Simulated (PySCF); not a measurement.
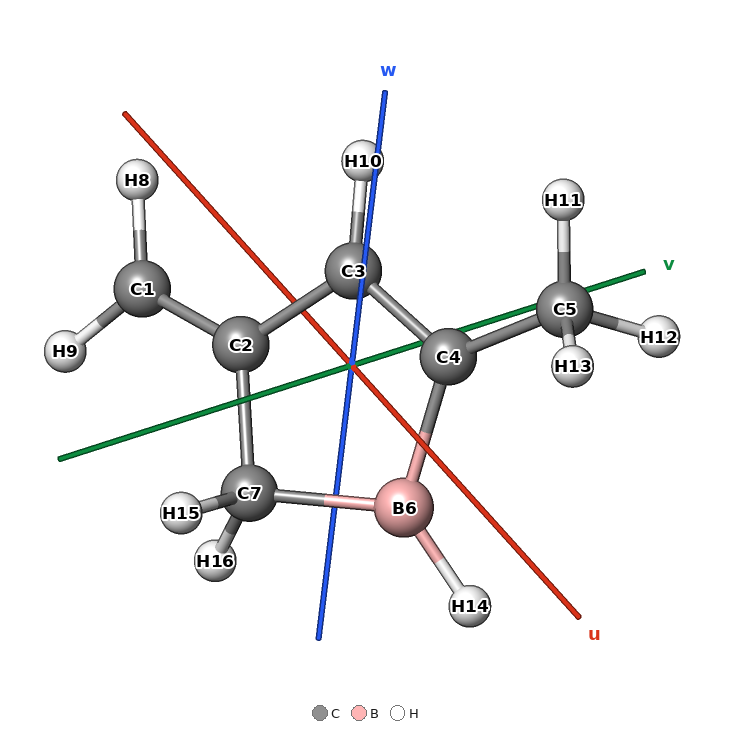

The lines u, v and w are the principal axes of the g tensor. The species has charge +1 and is a spin doublet. Computed geometry: GFN2-xTB optimisation. No frequency run is at hand to confirm it as a minimum. Method: UKS B3LYP, pcH-1 on B C H, non-relativistic, mean-field spin-orbit, GIAO (PySCF 2.14.0).

**Along which axis does g lie farthest from the free-electron value?**

Along u: the shift is 1025 ppm.

Give the principal values and shifts.

| axis | g | shift (ppm) |
| --- | --- | --- |
| u | 2.00334 | 1025 |
| v | 2.00226 | −64 |
| w | 2.00240 | 77 |

The geometry is semi-empirical. Around B such bond lengths and angles can be off by a tenth of an ångström or more and by several degrees, and values that hang on the shape move with them.
